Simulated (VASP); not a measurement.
Band structure of LiF (rock salt). All values below come from PBE GGA, VASP's PBE PAW potentials (set 64) (plane waves; VASP).

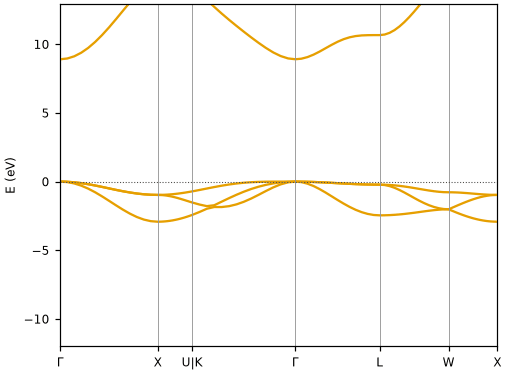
Figure. Bands along high-symmetry lines, zero at the valence-band maximum or, without a gap, the Fermi level

**Question.** Read the plot: is there a gap, and where are the band edges?

**Answer.** The gap is direct, 8.91 eV, from the valence maximum at Γ to the conduction minimum at Γ. (Edges off the drawn lines would not show.)

Measured: gap 15.35 eV (computed value off by -6.44 eV), as given by Wei Chen et al., Physical Review Materials (2018), doi:10.1103/physrevmaterials.2.073803 [zero-point renormalisation of 1.15 eV added back (the table's ZPR column)].

The compound is LiF in the rock salt structure. It was relaxed first.
